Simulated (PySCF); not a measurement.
# C6H6Si (SMILES C#CC1=CC=C[SiH2]1): what the fields show

Input

```
{"job": {"kind": "nmr", "xc": "PBE0", "basis": "pcSseg-1"}, "charge": 0, "multiplicity": 1}
C      3.174074     0.341279    -0.329876
C      1.982773     0.175824    -0.271201
C      0.602474     0.014270    -0.151007
C     -0.175320    -0.635409    -1.044635
C     -1.588493    -0.692944    -0.736882
C     -1.981350    -0.098862     0.400229
Si    -0.490870     0.655657     1.269799
H      4.212161     0.474171    -0.399663
H      0.207668    -1.094250    -1.945471
H     -2.259078    -1.199686    -1.417539
H     -3.010659    -0.086900     0.716967
H     -0.514451     2.116554     1.340269
H     -0.163319     0.030783     2.551281
```

Command:

```sh
OMP_NUM_THREADS=1 python probes_run.py task.json out
```

Geometry: GFN2-xTB.

The calculation used PBE0/pcSseg-1, SCF density, gas phase, non-relativistic (PySCF).

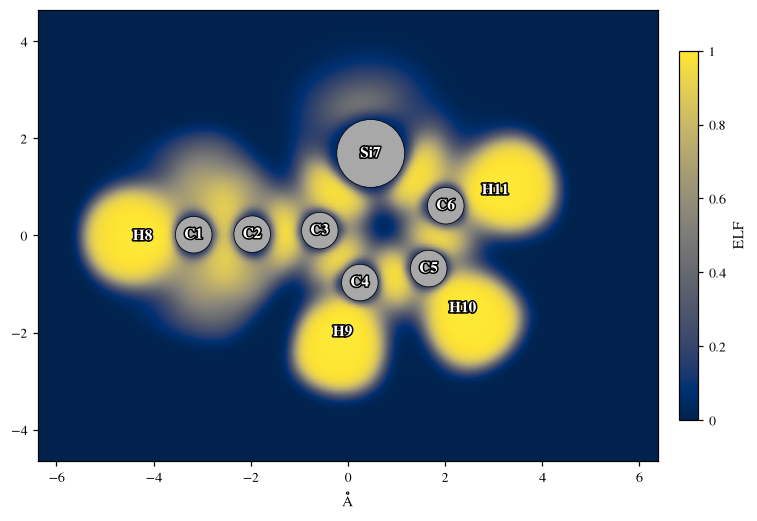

Figure 1. ELF on the plane of atoms C4, C3 and Si7. Grey discs cover the atomic cores.

Q: Read the bonding off the picture.

A:
- Atoms in the plane: C, Si and H.
- C–C (1.20 Å): the ELF peaks at about 0.85 between the atoms (a multiple bond).
- C–Si (1.88 Å): the ELF peaks at about 0.95 between the atoms (a shared electron pair).
- C–H (1.05 Å): the ELF climbs to about 1 towards the hydrogen, as it does in any bond to H (an ordinary covalent bond to hydrogen).
- C–C (1.34 Å): the ELF peaks at about 0.90 between the atoms: a short, multiple covalent bond.
- C–C (1.39 Å): the ELF peaks at about 0.95 between the atoms, as expected for localised, covalent bonding.

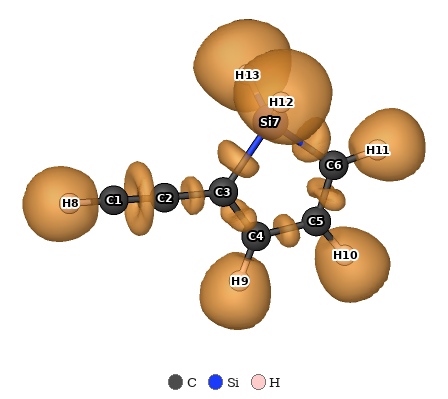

Figure 2. Isosurface of the ELF at 0.85 (orange), seen at a tilt. Core shells and regions of very low density are left out.

Q: What do the ELF domains correspond to?

A: The surface consists of five regions between bonded C–C atoms (shared pairs), two regions between bonded C–Si atoms (shared pairs) and six regions around hydrogen nuclei.

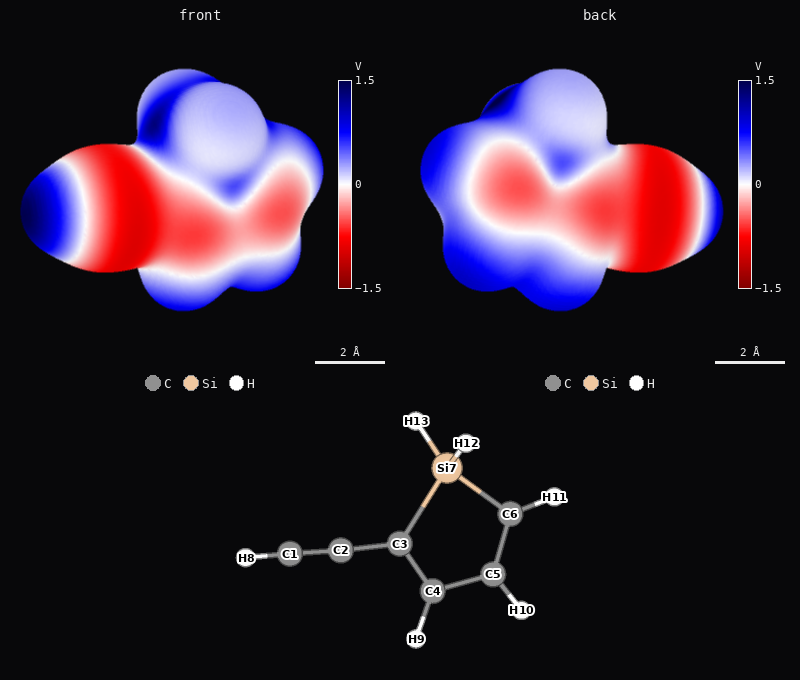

Figure 3. The electrostatic potential painted on the density surface at 0.002 e/bohr³, seen from the front and from behind; the colour scale runs from red (negative) to blue (positive). The bare structure is drawn below in the same view.

Q: Which sites attract a positive test charge, and which a negative one?

A: A positive charge is drawn to the negative regions and a negative charge to the positive ones. The most negative region (about −0.9 V) lies over C1 and C2, the most positive (about +1.5 V) over Si7 and H8.

Q: What dipole moment does the calculation give?

A: Its dipole moment is 0.86 D.
